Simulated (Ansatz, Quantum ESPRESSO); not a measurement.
# KCaCl3 (Pm-3m): modes at Γ and the response to a field, part 2 of 3

Wanted: the vibrations of KCaCl3 (Pm-3m) at Γ, by two programs.

Quantum ESPRESSO 7.5; DFT LDA, scalar-relativistic, plane waves, GBRV ultrasoft pseudopotentials.

So far. Step 2 (A probe with smearing): A gap of 4.3 eV opens on this mesh, so the crystal is taken as an insulator; the start stands at -2.9 GPa. Step 4 (Self-consistent run for the response): The cell stands at -0.15 GPa, close enough for phonons. The relaxed cell has a = 5.194 Å (conventional setting).

### 5. Zone-centre response

At q = 0 one unit cell holds all displacements; symmetry groups them into irreducible representations that are solved one by one. The response to a field gives ε∞ and the Born charges, which polar modes need.

The input, ph.in:

```
phonons
 &inputph
    prefix='x',
    outdir='./tmp',
    fildyn='g.dyn',
    tr2_ph=1.0d-18,
    epsil=.true.,
 /
0.000000000 0.000000000 0.000000000
```

The run is started by

```
$ OMP_NUM_THREADS=1 mpirun -n 4 ph.x -nk 4 -in ph.in > ph.out
```

The program printed:

```text
[banners, grids, parts of the stress and lines that vanish by symmetry left out]
[banner, memory and clock lines left out]
Program PHONON v.7.5

     ./tmp/x.save/

     IMPORTANT: XC functional enforced from input :
     Exchange-correlation= PZ
                           (   1   1   0   0   0   0   0)
     Any further DFT definition will be discarded
     Please, verify this is what you really want

     G-vector sticks info

     negative rho (up, down):  4.410E-02 0.000E+00
     Reading collected, re-writing distributed wavefunctions in ./tmp/

     Number and degeneracy of irreps per q-point
       N         xq(1)         xq(2)         xq(3)   N irreps
       1   0.000000000   0.000000000   0.000000000       5
        3   3   3   3   3

     Calculation of q =    0.0000000   0.0000000   0.0000000

     phonons

     bravais-lattice index     =            1
     lattice parameter (alat)  =       9.8158  a.u.
     unit-cell volume          =     945.7416 (a.u.)^3
     number of atoms/cell      =            5
     number of atomic types    =            3
     kinetic-energy cut-off    =      40.0000  Ry
     charge density cut-off    =     240.0000  Ry
     convergence threshold     =      1.0E-18
     beta                      =       0.7000
     number of iterations used =            4
     Exchange-correlation= PZ
                           (   1   1   0   0   0   0   0)

     celldm(1)=    9.81577  celldm(2)=    0.00000  celldm(3)=    0.00000
     celldm(4)=    0.00000  celldm(5)=    0.00000  celldm(6)=    0.00000

     crystal axes: (cart. coord. in units of alat)
               a(1) = (  1.0000  0.0000  0.0000 )
               a(2) = (  0.0000  1.0000  0.0000 )
               a(3) = (  0.0000  0.0000  1.0000 )

     reciprocal axes: (cart. coord. in units 2 pi/alat)
               b(1) = (  1.0000  0.0000  0.0000 )
               b(2) = (  0.0000  1.0000  0.0000 )
               b(3) = (  0.0000  0.0000  1.0000 )

     Atoms inside the unit cell:

     Cartesian axes

     site n.  atom      mass           positions (alat units)
        1  K      39.0983   tau(    1) = (    0.00000    0.00000    0.00000  )
        2  Ca     40.0780   tau(    2) = (    0.50000    0.50000    0.50000  )
        3  Cl     35.4500   tau(    3) = (    0.00000    0.50000    0.50000  )
        4  Cl     35.4500   tau(    4) = (    0.50000    0.00000    0.50000  )
        5  Cl     35.4500   tau(    5) = (    0.50000    0.50000    0.00000  )

     Computing dynamical matrix for
                    q = (   0.0000000   0.0000000   0.0000000 )

     49 Sym.Ops. (with q -> -q+G )

     G cutoff =  585.7332  (  59373 G-vectors)     FFT grid: ( 50, 50, 50)
     G cutoff =  390.4888  (  32423 G-vectors)  smooth grid: ( 40, 40, 40)
     number of k points=    10
                       cart. coord. in units 2pi/alat
        k(    1) = (   0.0000000   0.0000000   0.0000000), wk =   0.0312500
        k(    2) = (   0.0000000   0.0000000   0.2500000), wk =   0.1875000
        k(    3) = (   0.0000000   0.0000000  -0.5000000), wk =   0.0937500
        [... further k-points left out ...]

     PseudoPot. # 1 for K  read from file:
     ./pseudo/K.upf
     Pseudo is Ultrasoft + core correction, Zval =  9.0

     PseudoPot. # 2 for Ca read from file:
     ./pseudo/Ca.upf
     Pseudo is Ultrasoft + core correction, Zval = 10.0

     PseudoPot. # 3 for Cl read from file:
     ./pseudo/Cl.upf
     Pseudo is Ultrasoft + core correction, Zval =  7.0

     Mode symmetry, O_h (m-3m)  point group:

     Electric field:
     Dielectric constant
     Born effective charges as d Force / d E

     Atomic displacements:
     There are    5 irreducible representations

     Representation     1      3 modes -  To be done

     Representation     2      3 modes -  To be done

     Representation     3      3 modes -  To be done

     Representation     4      3 modes -  To be done

     Representation     5      3 modes -  To be done

     Alpha used in Ewald sum =   2.2000

     negative rho (up, down):  4.410E-02 0.000E+00

     Electric Fields Calculation

      thresh= 1.000E-02 alpha_mix =  0.700 |ddv_scf|^2 =  8.437E-08

      [... iterations left out ...]
      thresh= 1.953E-10 alpha_mix =  0.700 |ddv_scf|^2 =  9.582E-20

     End of electric fields calculation

          Dielectric constant in cartesian axis

          (       2.778981734       0.000000000       0.000000000 )
          (       0.000000000       2.778981734       0.000000000 )
          (       0.000000000       0.000000000       2.778981734 )

          Effective charges (d Force / dE) in cartesian axis without acoustic sum rule applied (asr)

           atom    1  K     Mean Z*:        1.26826
      Ex  (        1.26826        0.00000        0.00000 )
      Ey  (        0.00000        1.26826        0.00000 )
      Ez  (        0.00000        0.00000        1.26826 )
           atom    2  Ca    Mean Z*:        2.40013
      Ex  (        2.40013        0.00000        0.00000 )
      Ey  (        0.00000        2.40013        0.00000 )
      Ez  (        0.00000        0.00000        2.40013 )
           atom    3  Cl    Mean Z*:       -1.23214
      Ex  (       -1.96110        0.00000        0.00000 )
      Ey  (        0.00000       -0.86765        0.00000 )
      Ez  (        0.00000        0.00000       -0.86765 )
           atom    4  Cl    Mean Z*:       -1.23214
      Ex  (       -0.86765        0.00000        0.00000 )
      Ey  (        0.00000       -1.96110        0.00000 )
      Ez  (        0.00000        0.00000       -0.86765 )
           atom    5  Cl    Mean Z*:       -1.23214
      Ex  (       -0.86765        0.00000        0.00000 )
      Ey  (        0.00000       -0.86765        0.00000 )
      Ez  (        0.00000        0.00000       -1.96110 )

          Effective charges Sum: Mean:       -0.02802
             -0.02802        0.00000        0.00000
              0.00000       -0.02802        0.00000
              0.00000        0.00000       -0.02802

          Effective charges (d Force / dE) in cartesian axis with asr applied:
           atom    1  K     Mean Z*:        1.27387
      E*x (        1.27387        0.00000        0.00000 )
      E*y (        0.00000        1.27387        0.00000 )
      E*z (        0.00000        0.00000        1.27387 )
           atom    2  Ca    Mean Z*:        2.40573
      E*x (        2.40573        0.00000        0.00000 )
      E*y (        0.00000        2.40573        0.00000 )
      E*z (        0.00000        0.00000        2.40573 )
           atom    3  Cl    Mean Z*:       -1.22653
      E*x (       -1.95550        0.00000        0.00000 )
      E*y (        0.00000       -0.86205        0.00000 )
      E*z (        0.00000        0.00000       -0.86205 )
           atom    4  Cl    Mean Z*:       -1.22653
      E*x (       -0.86205        0.00000        0.00000 )
      E*y (        0.00000       -1.95550        0.00000 )
      E*z (        0.00000        0.00000       -0.86205 )
           atom    5  Cl    Mean Z*:       -1.22653
      E*x (       -0.86205        0.00000        0.00000 )
      E*y (        0.00000       -0.86205        0.00000 )
      E*z (        0.00000        0.00000       -1.95550 )

     Representation #   1 modes #   1   2   3

     Self-consistent Calculation

      thresh= 1.000E-02 alpha_mix =  0.700 |ddv_scf|^2 =  2.128E-07

      [... iterations left out ...]
      thresh= 3.627E-10 alpha_mix =  0.700 |ddv_scf|^2 =  9.067E-19

     End of self-consistent calculation

     Convergence has been achieved

     Representation #   2 modes #   4   5   6

     Self-consistent Calculation

      thresh= 1.000E-02 alpha_mix =  0.700 |ddv_scf|^2 =  5.456E-07

      [... iterations left out ...]
      thresh= 1.178E-10 alpha_mix =  0.700 |ddv_scf|^2 =  2.893E-20

     End of self-consistent calculation

     Convergence has been achieved

     Representation #   3 modes #   7   8   9

     Self-consistent Calculation

      thresh= 1.000E-02 alpha_mix =  0.700 |ddv_scf|^2 =  2.890E-07

      [... iterations left out ...]
      thresh= 1.432E-10 alpha_mix =  0.700 |ddv_scf|^2 =  2.523E-19

     End of self-consistent calculation

     Convergence has been achieved

     Representation #   4 modes #  10  11  12

     Self-consistent Calculation

      thresh= 1.000E-02 alpha_mix =  0.700 |ddv_scf|^2 =  2.503E-07

      [... iterations left out ...]
      thresh= 3.392E-10 alpha_mix =  0.700 |ddv_scf|^2 =  5.308E-19

     End of self-consistent calculation

     Convergence has been achieved

     Representation #   5 modes #  13  14  15

     Self-consistent Calculation

      thresh= 1.000E-02 alpha_mix =  0.700 |ddv_scf|^2 =  7.467E-08

      [... iterations left out ...]
      thresh= 2.792E-10 alpha_mix =  0.700 |ddv_scf|^2 =  1.621E-20

     End of self-consistent calculation

     Convergence has been achieved

     Number of q in the star =    1
     List of q in the star:
          1   0.000000000   0.000000000   0.000000000

          Dielectric constant in cartesian axis

          (       2.778981734       0.000000000       0.000000000 )
          (       0.000000000       2.778981734       0.000000000 )
          (       0.000000000       0.000000000       2.778981734 )

          Effective charges (d Force / dE) in cartesian axis without acoustic sum rule applied (asr)

           atom    1  K     Mean Z*:        1.26826
      Ex  (        1.26826        0.00000        0.00000 )
      Ey  (        0.00000        1.26826        0.00000 )
      Ez  (        0.00000        0.00000        1.26826 )
           atom    2  Ca    Mean Z*:        2.40013
      Ex  (        2.40013        0.00000        0.00000 )
      Ey  (        0.00000        2.40013        0.00000 )
      Ez  (        0.00000        0.00000        2.40013 )
           atom    3  Cl    Mean Z*:       -1.23214
      Ex  (       -1.96110        0.00000        0.00000 )
      Ey  (        0.00000       -0.86765        0.00000 )
      Ez  (        0.00000        0.00000       -0.86765 )
           atom    4  Cl    Mean Z*:       -1.23214
      Ex  (       -0.86765        0.00000        0.00000 )
      Ey  (        0.00000       -1.96110        0.00000 )
      Ez  (        0.00000        0.00000       -0.86765 )
           atom    5  Cl    Mean Z*:       -1.23214
      Ex  (       -0.86765        0.00000        0.00000 )
      Ey  (        0.00000       -0.86765        0.00000 )
      Ez  (        0.00000        0.00000       -1.96110 )

          Effective charges Sum: Mean:       -0.02802
             -0.02802        0.00000        0.00000
              0.00000       -0.02802        0.00000
              0.00000        0.00000       -0.02802

          Effective charges (d Force / dE) in cartesian axis with asr applied:
           atom    1  K     Mean Z*:        1.27387
      E*x (        1.27387        0.00000        0.00000 )
      E*y (        0.00000        1.27387        0.00000 )
      E*z (        0.00000        0.00000        1.27387 )
           atom    2  Ca    Mean Z*:        2.40573
      E*x (        2.40573        0.00000        0.00000 )
      E*y (        0.00000        2.40573        0.00000 )
      E*z (        0.00000        0.00000        2.40573 )
           atom    3  Cl    Mean Z*:       -1.22653
      E*x (       -1.95550        0.00000        0.00000 )
      E*y (        0.00000       -0.86205        0.00000 )
      E*z (        0.00000        0.00000       -0.86205 )
           atom    4  Cl    Mean Z*:       -1.22653
      E*x (       -0.86205        0.00000        0.00000 )
      E*y (        0.00000       -1.95550        0.00000 )
      E*z (        0.00000        0.00000       -0.86205 )
           atom    5  Cl    Mean Z*:       -1.22653
      E*x (       -0.86205        0.00000        0.00000 )
      E*y (        0.00000       -0.86205        0.00000 )
      E*z (        0.00000        0.00000       -1.95550 )

     Diagonalizing the dynamical matrix

     q = (    0.000000000   0.000000000   0.000000000 )

 **************************************************************************
     freq (    1) =      -1.673984 [THz] =     -55.838088 [cm-1]
     freq (    2) =      -1.673984 [THz] =     -55.838088 [cm-1]
     freq (    3) =      -1.673984 [THz] =     -55.838088 [cm-1]
     freq (    4) =      -0.113738 [THz] =      -3.793895 [cm-1]
     freq (    5) =      -0.113738 [THz] =      -3.793895 [cm-1]
     freq (    6) =      -0.113738 [THz] =      -3.793895 [cm-1]
     freq (    7) =       0.155054 [THz] =       5.172058 [cm-1]
     freq (    8) =       0.155054 [THz] =       5.172058 [cm-1]
     freq (    9) =       0.155054 [THz] =       5.172058 [cm-1]
     freq (   10) =       2.931423 [THz] =      97.781742 [cm-1]
     freq (   11) =       2.931423 [THz] =      97.781742 [cm-1]
     freq (   12) =       2.931423 [THz] =      97.781742 [cm-1]
     freq (   13) =       9.658823 [THz] =     322.183668 [cm-1]
     freq (   14) =       9.658823 [THz] =     322.183668 [cm-1]
     freq (   15) =       9.658823 [THz] =     322.183668 [cm-1]
 **************************************************************************

     Mode symmetry, O_h (m-3m)  point group:

     freq (   1-   3) =        -55.8  [cm-1]   --> T_1u G_15  G_4- I
     freq (   4-   6) =         -3.8  [cm-1]   --> T_1u G_15  G_4- I
     freq (   7-   9) =          5.2  [cm-1]   --> T_2u G_25  G_5-
     freq (  10-  12) =         97.8  [cm-1]   --> T_1u G_15  G_4- I
     freq (  13-  15) =        322.2  [cm-1]   --> T_1u G_15  G_4- I
```

Wall time 7.2 min (4 MPI ranks of Arm Neoverse V2, shared host); 29 min of CPU time.

This step gave:

| Quantity | Value |
| --- | --- |
| miss of the charge sum rule | 0.02801 e |
| largest acoustic frequency at the zone centre before the sum rule | -3.79 cm⁻¹ |
| highest optical zone-centre mode (no LO-TO term) | 322.2 cm⁻¹ |
| lowest optical zone-centre mode | -55.84 cm⁻¹ |
| mean high-frequency dielectric constant | 2.779 |
| largest Born charge in size (third of the trace) | 2.400 e |

Born charge (rows field, columns displacement), before the sum rule (e), principal values of the symmetric part by kind of site:

| atom | atoms with these values | low | middle | high | mean |
| --- | --- | --- | --- | --- | --- |
| K1 | 1 | 1.27 | 1.27 | 1.27 | 1.27 |
| Ca2 | 1 | 2.40 | 2.40 | 2.40 | 2.40 |
| Cl3 | 3 | -1.96 | -0.87 | -0.87 | -1.23 |

In full for Ca2:

```
2.40 0.00 0.00
0.00 2.40 0.00
0.00 0.00 2.40
```

High-frequency dielectric tensor:

```
2.78 0.00 0.00
0.00 2.78 0.00
0.00 0.00 2.78
```

The acoustic modes at Γ come out as far as 3.8 cm⁻¹ from zero, where they should vanish, a small numerical error; the Born charges miss their sum rule by 0.028 e, which is fair. The lowest optical mode is imaginary, 56i cm⁻¹, an instability at this level and on this k mesh.

### 6. Zone-centre analysis

A rigid shift of the crystal must cost nothing, but grids and finite bases break this; the acoustic sum rule is imposed before the matrix is diagonalised again. With Born charges the intensities follow; a static dielectric tensor has no meaning with imaginary modes.

The input, dynmat.in:

```
 &input
    fildyn='g.dyn',
    asr='simple',
    fileig='dynmat.eig',
    lperm=.true.,
 /
```

The run is started by

```
$ dynmat.x -in dynmat.in > dynmat.out
```

The program printed:

```text
[banner, memory and clock lines left out]
Program DYNMAT v.7.5

     Reading Dynamical Matrix from file g.dyn
     ...Force constants read
     ...epsilon and Z* read
     A direction for q was not specified:TO-LO splitting will be absent

     Polarizability (A^3 units)
     multiply by 0.627749 for Clausius-Mossotti correction
        19.839810    0.000000    0.000000
         0.000000   19.839810    0.000000
         0.000000    0.000000   19.839810

     IR activities are in (D/A)^2/amu units

# mode   [cm-1]    [THz]      IR
    1    -55.86   -1.6745    1.9778
    2    -55.86   -1.6745    1.9778
    3    -55.86   -1.6745    1.9778
    4     -0.00   -0.0000    0.0000
    5     -0.00   -0.0000    0.0000
    6      0.00    0.0000    0.0000
    7      7.07    0.2119    0.0000
    8      7.07    0.2119    0.0000
    9      7.07    0.2119    0.0000
   10     97.85    2.9336    0.4957
   11     97.85    2.9336    0.4957
   12     97.85    2.9336    0.4957
   13    322.23    9.6601    5.2716
   14    322.23    9.6601    5.2716
   15    322.23    9.6601    5.2716

Electronic dielectric permittivity tensor (relative, adimensional)
         2.778982    0.000000    0.000000
         0.000000    2.778982    0.000000
         0.000000    0.000000    2.778982

 ... with zone-center polar mode contributions
         4.339481   -0.000000    0.000000
        -0.000000    4.339481    0.000000
         0.000000    0.000000    4.339481

[end of the log left out, with the tail of the file of modes that dynmat.x writes under the same name]
```

The job ended after 0.46 s (1 thread).

Numbers from this step:

* lowest optical zone-centre mode: -55.86 cm⁻¹

Unit eigenvectors of the mass-weighted matrix after the sum rule; no LO-TO term. The modes at Γ (shares of kinetic energy by element, %) (negative means imaginary):

| mode | frequency (cm⁻¹) | K % | Ca % | Cl % |
| --- | --- | --- | --- | --- |
| 1 | -55.9 | 70 | 0 | 29 |
| 2 | -55.9 | 70 | 0 | 29 |
| 3 | -55.9 | 70 | 0 | 29 |
| 4 | 0.0 | 21 | 22 | 57 |
| 5 | 0.0 | 21 | 22 | 57 |
| 6 | 0.0 | 21 | 22 | 57 |
| 7 | 7.1 | 0 | 0 | 100 |
| 8 | 7.1 | 0 | 0 | 100 |
| 9 | 7.1 | 0 | 0 | 100 |
| 10 | 97.8 | 9 | 39 | 53 |
| 11 | 97.8 | 9 | 39 | 53 |
| 12 | 97.8 | 9 | 39 | 53 |
| 13 | 322.2 | 0 | 39 | 61 |
| 14 | 322.2 | 0 | 39 | 61 |
| 15 | 322.2 | 0 | 39 | 61 |

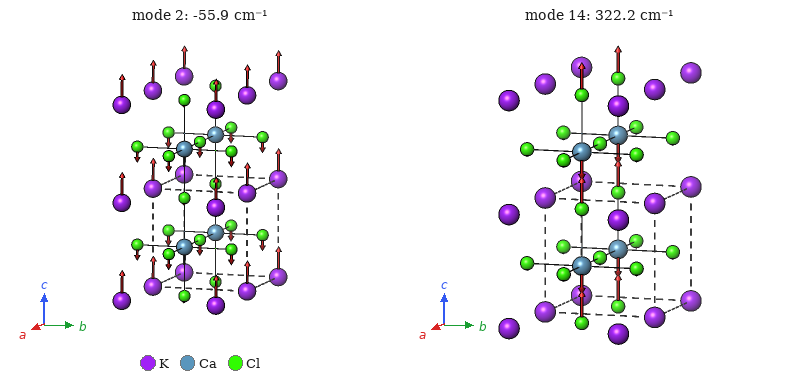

Displacement patterns of modes 2 and 14 at Γ; arrows are exaggerated. 2×1×2 cells are drawn. Some periodic images of atoms are drawn too.

Degenerate modes summed, no LO-TO term; imaginary modes left out. Infrared lines, with heights relative to the strongest:

| position (cm⁻¹) | lines merged | label | IR intensity, relative |
| --- | --- | --- | --- |
| 7 | 3 | T2u | 0.0 |
| 98 | 3 | T1u | 9.4 |
| 322 | 3 | T1u | 100 |

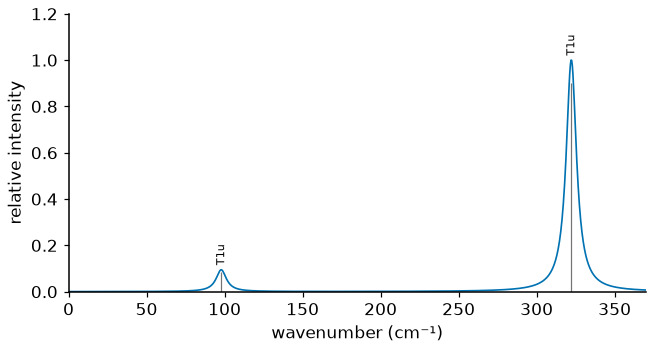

The infrared spectrum, broadened with Lorentzians of width 8 cm⁻¹; bars mark the lines.

The rule also moves an optical mode by 1.9 cm⁻¹.

### 7. Sum rules set otherwise (asr no)

Without the rule the raw error of the acoustic modes shows.

The input, dynmat.in:

```
 &input
    fildyn='g.dyn',
    asr='no',
    fileig='dynmat.eig',
    lperm=.true.,
 /
```

The run is started by

```
$ dynmat.x -in dynmat.in > dynmat.out
```

The program printed:

```text
[banner, memory and clock lines left out]
Program DYNMAT v.7.5

     Reading Dynamical Matrix from file g.dyn
     ...Force constants read
     ...epsilon and Z* read
     A direction for q was not specified:TO-LO splitting will be absent

     Polarizability (A^3 units)
     multiply by 0.627749 for Clausius-Mossotti correction
        19.839810    0.000000    0.000000
         0.000000   19.839810    0.000000
         0.000000    0.000000   19.839810

     IR activities are in (D/A)^2/amu units

# mode   [cm-1]    [THz]      IR
    1    -55.84   -1.6740    1.9804
    2    -55.84   -1.6740    1.9804
    3    -55.84   -1.6740    1.9804
    4     -3.79   -0.1137    0.0000
    5     -3.79   -0.1137    0.0000
    6     -3.79   -0.1137    0.0000
    7      5.17    0.1551    0.0000
    8      5.17    0.1551    0.0000
    9      5.17    0.1551    0.0000
   10     97.78    2.9314    0.4939
   11     97.78    2.9314    0.4939
   12     97.78    2.9314    0.4939
   13    322.18    9.6588    5.2738
   14    322.18    9.6588    5.2738
   15    322.18    9.6588    5.2738

Electronic dielectric permittivity tensor (relative, adimensional)
         2.778982    0.000000    0.000000
         0.000000    2.778982    0.000000
         0.000000    0.000000    2.778982

 ... with zone-center polar mode contributions
         4.338367    0.000000   -0.000000
         0.000000    4.338367   -0.000000
        -0.000000   -0.000000    4.338367

[end of the log left out, with the tail of the file of modes that dynmat.x writes under the same name]
```

It took 0.46 s on 1 thread.

This step gave:

* lowest optical zone-centre mode: -55.84 cm⁻¹

Zone-centre frequencies as printed; negative means imaginary. Modes:

| mode | frequency (cm⁻¹) |
| --- | --- |
| 1 | -55.84 |
| 2 | -55.84 |
| 3 | -55.84 |
| 4 | -3.79 |
| 5 | -3.79 |
| 6 | -3.79 |
| 7 | 5.17 |
| 8 | 5.17 |
| 9 | 5.17 |
| 10 | 97.78 |
| 11 | 97.78 |
| 12 | 97.78 |
| 13 | 322.2 |
| 14 | 322.2 |
| 15 | 322.2 |

Against the first rule no mode moves by more than 3.8 cm⁻¹.

[end of part 2 of 3]

[Host names and launcher messages were left out of these logs when they were recorded.]

[Logs are printed without paths, hosts, clocks, repeated set-up lines and the standing remarks that a program may print on its own settings, such as how far it seeks lower states.]

[Hosts, paths, dates, database ids (printed as entryN), source tags and the programs' standing remarks are cut or masked in the printed files.]
